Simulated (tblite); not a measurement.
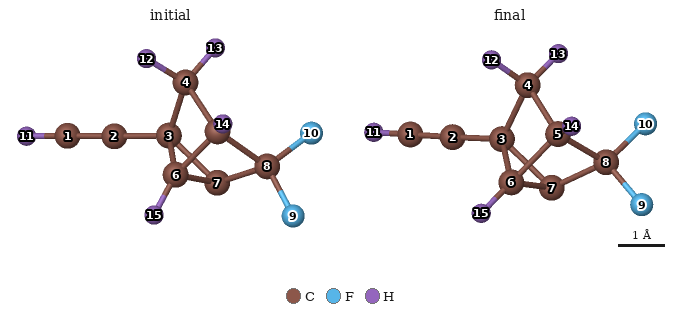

The structure of C$_{8}$H$_{5}$F$_{2}$ (multiplicity 2) before (left) and after (right) a relaxation, at one scale.

Style: ball-and-stick. Shown at a tilt.

These are results of tblite 0.8.0, GFN2-xTB geometry optimisation, gas phase, not measurements. 

### What changed between the two?

The energy falls by 24.5 kcal/mol in 45 geometry steps. H15 moves most after the best rigid fit: 0.37 Å. By element the largest moves are H 0.37 Å, F 0.32 Å, C 0.23 Å. Among the contacts that change: C5–C6 1.445 → 1.549 Å, C3–C6 1.477 → 1.531 Å, C3–C7 1.475 → 1.517 Å, C4–C5 1.572 → 1.537 Å. Bond angles that change, for instance: C7–C6–H15 117.6° → 133.9°, C7–C8–F10 112.6° → 120.7°, C4–C5–C8 109.9° → 102.0°. Cost: 0.3 s on 1 thread of Arm Neoverse V1 (shared host).
